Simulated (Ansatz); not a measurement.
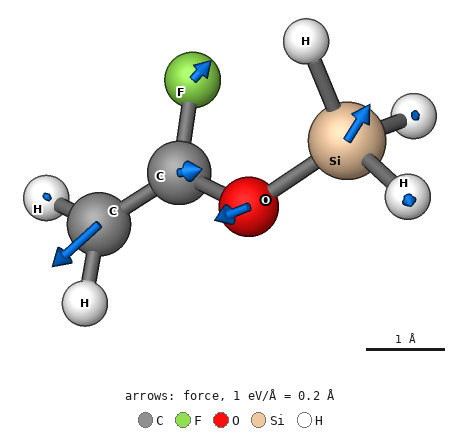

Starting geometry of C₂H₅FOSi (coarse preliminary run) with the computed forces as blue arrows. The picture is a ball-and-stick view, seen at a tilt.

The start comes from a force field.

Level of theory: RKS PBE-D4/def2-SVP in Ansatz 0.2.0. (force threshold 0.03 eV/Å; at most 200 steps)

What follows when this structure is relaxed?

It isn't relaxed: the largest force vector, on a C atom, is 4.32 eV/Å. The final displacements follow the starting forces only in part (cosine between the two patterns 0.47). The atom that moves furthest after the best rigid fit is an H atom (0.14 Å). By element the largest moves are H 0.14 Å, C 0.11 Å, Si 0.10 Å, F 0.08 Å, O 0.04 Å. Some distances before and after: O–Si 1.617 → 1.714 Å, C–C 1.289 → 1.342 Å, H–Si 1.452 → 1.495 Å, C–F 1.323 → 1.358 Å. Among the angles between lasting bonds that change: O–Si–H 112.6° → 103.0°, F–C–O 118.6° → 112.2°, H–C–H 114.7° → 120.7°. After 7 geometry steps the energy has fallen by 0.447 eV. The largest force component goes from 3.6 to 0.0047 eV/Å. The run took 8 s on 4 threads of Arm Neoverse V2, with other jobs on the host.
